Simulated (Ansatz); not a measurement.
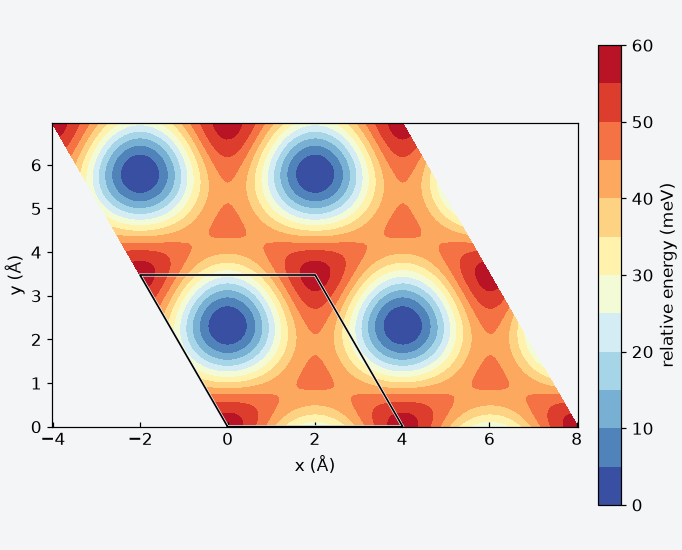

CO on a GaAs(111) slab cut from the F-43m phase, its upper half relaxed before the scan (16 atoms of substrate and one adsorbate in a 2 × 2 cell). CO (O end down) is moved over the surface cell at a fixed height above a rigid substrate; the origin of the map has the adsorbate above Ga13; the height is held at 2.90 Å. Places are given modulo a cell vector. The map is drawn in real space over the plane of the surface. Grid: 6 × 6 points; 10 points were computed and 26 follow by symmetry. Places are given in fractions of the 1 × 1 surface cell. Energies are in meV, from the lowest grid point. At a fixed height the lowest place need not be the adsorption site. This map comes from DFT PBE+D3(BJ), scalar-relativistic, plane waves, PAW in Ansatz 0.2.0. Settings: cutoff 420 eV, k-mesh 6×6×1, gaussian smearing 0.05 eV, no spin polarisation.

Drawn: filled contours, the outline of one cell of the 2 × 2 shown. Between grid points the surface is interpolated.

The lowest grid point is at a threefold hollow, (2/6, 4/6) of the cell vectors. It is the only kind of minimum in the scanned range. The highest grid point, the top site over a surface Ga atom, (0/6, 0/6) of the cell vectors, lies 57.2 meV above the lowest. On the interpolated surface the easiest way out of the lowest well to its copy in the next cell or period passes a barrier of about 45 meV.

CO is replaced by N₂; the new grid has 9 × 9 points.

Q: What will the new map look like?

A: The lowest place stays at a threefold hollow, (3/9, 6/9) of the cell vectors. The highest place moves from the top site over a surface Ga atom, (0/6, 0/6) of the cell vectors to a threefold hollow over a second-layer As atom, (6/9, 3/9) of the cell vectors. The span from the lowest to the highest grid point grows from 57.2 to 82.1 meV. The easiest pass out of the lowest well goes from about 45 to about 60 meV on the interpolated surfaces.

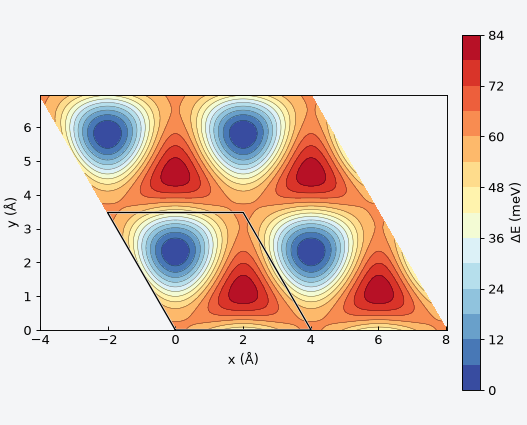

The map after the change, on a colour scale of its own. Drawn: filled contours, the outline of one cell of the 2 × 2 shown. Between grid points the surface is interpolated.
